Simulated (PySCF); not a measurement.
# C3H4OSi (SMILES O=CC#C[SiH3]): BMK/6-31+G(d,p) (density fitting, spherical functions, COSMO nitromethane)

What is the energy difference between two shapes of C3H4OSi at BMK/6-31+G** (density fitting, spherical functions, COSMO nitromethane)? The job is set up through a Python script.

The calculation is run with PySCF 2.14.0.

3 further runs of the same task are left out: 2 that didn't finish, 1 set aside as unsound or not needed.

### Step 1. Starting point

C3H4OSi has 9 atoms, charge 0, and is taken as a singlet. SMILES: `O=CC#C[SiH3]`. The shape is that of a GFN2-xTB optimisation.

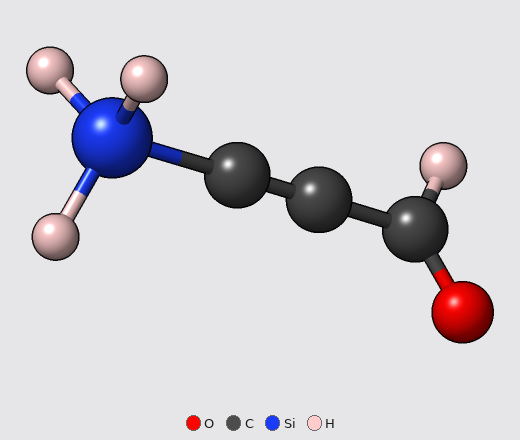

The structure, seen from a chosen angle (oxygen red, carbon dark grey, silicon blue, hydrogen pink).

### Step 2. Energy and forces at BMK/6-31+G(d,p) (density fitting, spherical functions, COSMO nitromethane)

File run.py:

```python
# O=CC#C[SiH3]
import pyscf.grad
from pyscf import gto, dft, solvent

mol = gto.Mole()
mol.atom = '''
O        3.294500       0.383470       0.040330
C        2.280410       0.847760      -0.409510
C        0.960580       0.359370      -0.169700
C       -0.157070      -0.060270       0.028790
Si      -1.867720      -0.706860       0.342360
H        2.288030       1.733740      -1.078320
H       -1.752600      -2.136820       0.624020
H       -2.653960      -0.456330      -0.866360
H       -2.392170       0.035930       1.488380
'''
mol.max_memory = 1860
mol.verbose = 4
mol.basis = '6-31+g**'
mol.build()

calc0 = dft.RKS(mol, xc='hyb_mgga_x_bmk,gga_c_bmk')
calc0 = calc0.density_fit()
calc0 = calc0.PCM()
calc0.with_solvent.method = 'COSMO'
calc0.with_solvent.eps = 36.562
calc0.kernel()

e_final = calc0.e_tot
print('E(%s) = %.9f' % ('BMK', e_final))
grad = calc0.Gradients().kernel()
```

Launch:

```console
OMP_NUM_THREADS=1 python run.py
```

The program printed:

```text
PySCF version 2.14.0

[... 67 lines left out ...]
Solvent Energy = -0.000246534474213663
[... 6 lines left out ...]
Solvent Energy = -0.0221637066533959
[... 7 lines left out ...]
Solvent Energy = -0.00969380729654676
[... 7 lines left out ...]
Solvent Energy = -0.00925915876342012
[... 7 lines left out ...]
Solvent Energy = -0.00930582280940784
[... 7 lines left out ...]
Solvent Energy = -0.00931096265816228
[... 7 lines left out ...]
Solvent Energy = -0.00931043045799046
[... 5 lines left out ...]
converged SCF energy = -481.159091973723
[... 2 lines left out ...]
******** <class 'pyscf.solvent.grad.pcm.PCMGradients'> for <class 'pyscf.solvent._attach_solvent.PCMDFRKS'> ********
unit = Eh/Bohr
grid_response = False
--------------- PCMDFRKS (+PCM) gradients ---------------
         x                y                z
0 O    -0.0160778985     0.0111034769    -0.0099722342
1 C     0.0037510665    -0.0250683434     0.0192666039
2 C    -0.0012982825     0.0081806072    -0.0061161514
[... 5 lines of this table left out ...]
8 H     0.0022682399    -0.0018127284    -0.0037462639
----------------------------------------------
```

Wall time 95 s (1 thread of Intel Xeon at 2.50GHz (Skylake/Cascade Lake), shared host); peak memory 1.2 GiB.

### Step 3. The distorted shape at the same level

File run.py:

```python
import pyscf.grad
from pyscf import gto, dft, solvent

mol = gto.M(
    atom='''
O        3.226878       0.420739       0.151417
C        2.163930       1.033851      -0.417010
C        1.051427       0.586774       0.094549
C       -0.104098       0.043312       0.111817
Si      -1.910498      -0.785393       0.402590
H        2.427916       1.669071      -0.998557
H       -1.696325      -2.115135       0.622244
H       -2.645788      -0.562233      -0.801738
H       -2.318254       0.003798       1.606413
''',
    spin=0,
    charge=0,
    verbose=4,
    basis='6-31+g**',
    max_memory=1860,
)

myscf = dft.RKS(mol, xc='hyb_mgga_x_bmk,gga_c_bmk')
myscf = myscf.density_fit()
myscf = myscf.PCM()
myscf.with_solvent.method = 'COSMO'
myscf.with_solvent.eps = 36.562
myscf.kernel()

e_final = myscf.e_tot
print(f'total energy: {e_final:.8f} hartree')
grad = myscf.Gradients().kernel()
```

Launch:

```console
OMP_NUM_THREADS=1 python run.py
```

The program printed:

```text
PySCF version 2.14.0

[... 51 lines left out ...]
WARN: PCM is an experimental feature. It is still in testing.
[... 19 lines left out ...]
Solvent Energy = -0.0466427363197182
[... 7 lines left out ...]
Solvent Energy = -0.0199417885722877
[... 7 lines left out ...]
Solvent Energy = -0.017804805880096
[... 7 lines left out ...]
Solvent Energy = -0.0176021758881245
[... 7 lines left out ...]
Solvent Energy = -0.0176113026652165
[... 7 lines left out ...]
Solvent Energy = -0.017608244173575
[... 7 lines left out ...]
Solvent Energy = -0.0176081580022925
[... 2 lines left out ...]
total energy: -481.05874145 hartree
[... 1 line left out ...]
******** <class 'pyscf.solvent.grad.pcm.PCMGradients'> for <class 'pyscf.solvent._attach_solvent.PCMDFRKS'> ********
unit = Eh/Bohr
grid_response = False
--------------- PCMDFRKS (+PCM) gradients ---------------
         x                y                z
0 O     0.0623848542    -0.0454137803     0.0470251724
1 C    -0.1431338362     0.1847250377    -0.1839625973
2 C     0.1903277158     0.0577207914    -0.0087198291
[... 5 lines of this table left out ...]
8 H     0.0032285111     0.0066302446     0.0075939504
----------------------------------------------
```

It took 1.8 min on 1 thread of Intel Xeon at 2.50GHz (Skylake/Cascade Lake), shared host; peak memory 1.1 GiB.

### Step 4. Results

At BMK/6-31+G** (density fitting, spherical functions, COSMO nitromethane):

| quantity | value |
| --- | --- |
| first shape: total energy | -481.15909 Eh |
| first shape: dipole moment | 4.40 D |
| first shape: HOMO energy | -9.22 eV |
| first shape: LUMO energy | -1.67 eV |
| first shape: HOMO–LUMO gap | 7.56 eV |
| first shape: solvent term in the energy | -24.4 kJ/mol |
| first shape: largest force on an atom | 1.637 eV/Å |
| distorted shape: total energy | -481.05874 Eh |
| distorted shape: dipole moment | 7.11 D |
| distorted shape: HOMO energy | -8.51 eV |
| distorted shape: LUMO energy | -2.28 eV |
| distorted shape: HOMO–LUMO gap | 6.23 eV |
| distorted shape: solvent term in the energy | -46.2 kJ/mol |
| distorted shape: largest force on an atom | 15.293 eV/Å |
| energy change with the atoms displaced | 2.731 eV |

In words: With the atoms displaced the energy rises by 2.73 eV (63 kcal/mol). The first shape isn't relaxed at this level, so the change isn't measured from a minimum. The largest force (first shape) is 1.64 eV/Å: the shape isn't a stationary point for this species at this level.
